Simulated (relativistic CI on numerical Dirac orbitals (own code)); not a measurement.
## Relativistic CI calculation for Yb³⁺

- system: Yb³⁺.
- method: Dirac-Coulomb-Breit CI, KLI orbitals optimised for each configuration, model QED (radiative potential, 1s self-energy scaled to tabulated hydrogen-like ionisation energies), Kramers-Heisenberg scattering through one core-hole configuration in a parametric crystal field (relativistic CI on numerical Dirac orbitals, in-house)

## Summary

| quantity | value |
| --- | --- |
| outcome | converged |
| hardware | 1 CPU thread, shared host |

## Notes

Caveats: free-ion energies: absolute edge positions are off by a few eV from solids; atomic spin-orbit and Slater integrals without covalency.

## The input
```
atom Yb  Z=70  charge=3  electrons=67
nucleus A=174  rms_radius_fm=5.3108
hamiltonian dirac-coulomb  breit=on  qed=on  c_scale=1
orbitals kli  potential=per-configuration
slater_scale 1
correlation none
mixing on
configurations
  [Xe] 4f13
  [Kr] 4d9 4f14 5s2 5p6
end
rixs N4,5 T=300 core_hole_width=0.5
crystal_field D4h B20=-340 B40=390 B44=-1070 B60=180 B64=-890
```

The run was one of a batch that the task file lists, launched with:
```bash
python <driver script> task.json out
```

The program writes its results to a structured record and prints no log; tables and figures of this report are taken from that record.

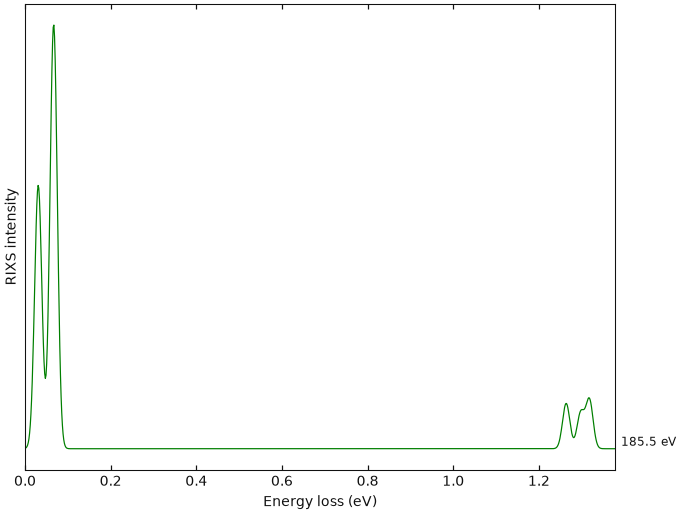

Fig. 1: Resonant inelastic X-ray scattering at the N₄,₅ edge of Yb IV (Yb³⁺), [Xe] 4f¹³, in a field of D4h symmetry with B20 = −340, B40 = 390, B44 = −1,070, B60 = 180, B64 = −890 cm⁻¹ (Wybourne parameters), for one incident energy; the elastic line is left out and the lowest final levels are broadened by a Gaussian of 0.02 eV. Computed by the Kramers–Heisenberg formula on Dirac–Coulomb–Breit multiplets, Slater integrals scaled by 1, 300 K, core-hole width 0.5 eV, all polarisations summed. At 185.5 eV the curve peaks at 0.031, 0.067, 1.3 and 1.3 eV; among the strongest single levels are 0.0669 eV (Γ₇, S = 0.5, 100 %), 0.0309 eV (Γ₆, S = 0.5, 62 %) and 1.32 eV (Γ₇, S = 0.5, 11 %). Percentages refer to the strongest inelastic level of all.
